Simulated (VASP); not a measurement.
Band structure of ZrS2. Method: PBE GGA, VASP's PBE PAW potentials (set 64) (plane waves; VASP).

The cell holds a wide vacuum, so values per volume refer to the whole cell.

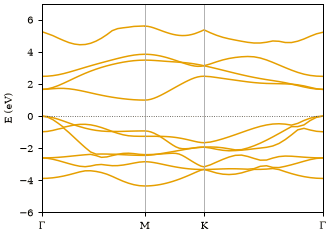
Figure. Bands along high-symmetry lines, zero at the valence-band maximum or, without a gap, the Fermi level

**Question.** Read the plot: is there a gap, and where are the band edges?

**Answer.** The gap is indirect, 1.00 eV, from the valence maximum at Γ to the conduction minimum at M.

The cell is a sheet with vacuum, built from a generated structure.
